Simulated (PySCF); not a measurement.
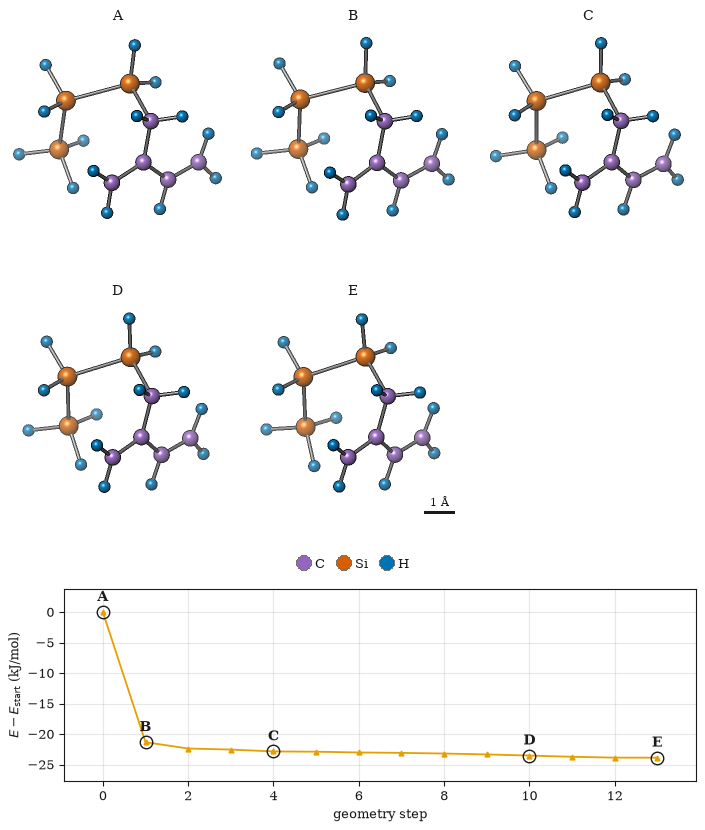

Frames of a relaxation of C$_{5}$H$_{14}$Si$_{3}$, marked on the history of the run. A ball-and-stick model, seen at a tilt.

The start comes from GFN2-xTB. Its atoms were then displaced at random by about 0.01 Å.

All numbers below come from PySCF, PBE0-D3(BJ)/def2-SVP geometry optimisation, gas phase. 

### Describe the path.

An H atom moves most after the best rigid fit: 0.70 Å. Largest moves by element: H 0.70 Å, C 0.47 Å, Si 0.40 Å. Some distances before and after: H–Si 1.449 → 1.498 Å, C–H 1.067 → 1.093 Å, Si–Si 2.323 → 2.346 Å, C–C 1.448 → 1.466 Å. Bond angles that change, for instance: Si–Si–H 116.0° → 110.1°, H–Si–H 102.5° → 107.6°, Si–Si–H 113.9° → 109.1°. Over 13 geometry steps the energy falls by 23.9 kJ/mol. From step 0 to 1: an H atom moves most (0.20 Å), energy −21.3 kJ/mol. From step 1 to 4: an H atom moves most (0.24 Å), energy −1.51 kJ/mol. From step 4 to 10: an H atom moves most (0.17 Å), energy −0.68 kJ/mol. From step 10 to 13: an H atom moves most (0.20 Å), energy −0.35 kJ/mol.
